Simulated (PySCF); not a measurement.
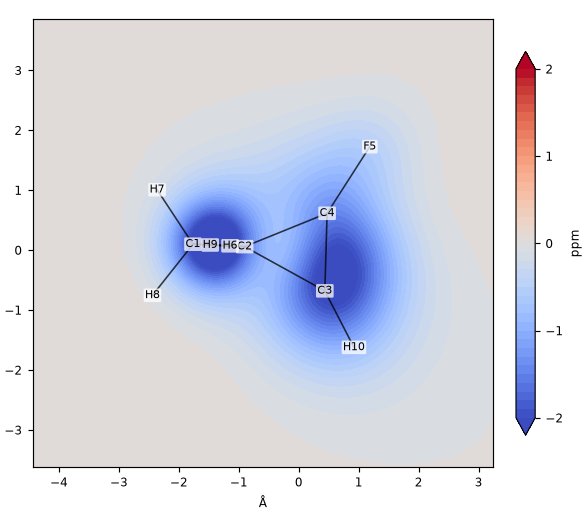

Figure. C4H5F, SMILES `CC1C=C1F`. Isotropic NICS 1.7 Å above the plane of the 3-membered ring C2/C3/C4; GIAO shieldings; atoms are projected onto the map; negative values mean shielding.

PySCF calculation, B3LYP/def2-SVP, gas phase; geometry: GFN2-xTB. No frequency check shows the geometry to be a minimum.

Coordinates in Å:

```
C1       1.7841   -0.5435   -0.2326
C2       0.6717    0.1661    0.5083
C3      -0.1667    1.2397   -0.1826
C4      -0.7334    0.0959    0.0359
F5      -1.8000   -0.6755   -0.0599
H6       1.5499   -0.6201   -1.2918
H7       1.9267   -1.5465    0.1659
H8       2.7197    0.0018   -0.1228
H9       0.8604    0.2650    1.5757
H10     -0.1908    2.2302   -0.5622
```

### Is the ring aromatic by this magnetic criterion?

It is shielded above its centre; in a three-membered ring σ bonds weigh heavily, so the values alone don't measure π aromaticity: NICS(0) = −31.8, NICS(1) = −5.2 and −4.3, NICS(1)zz = −10.6 and −8.1 (two faces) ppm.
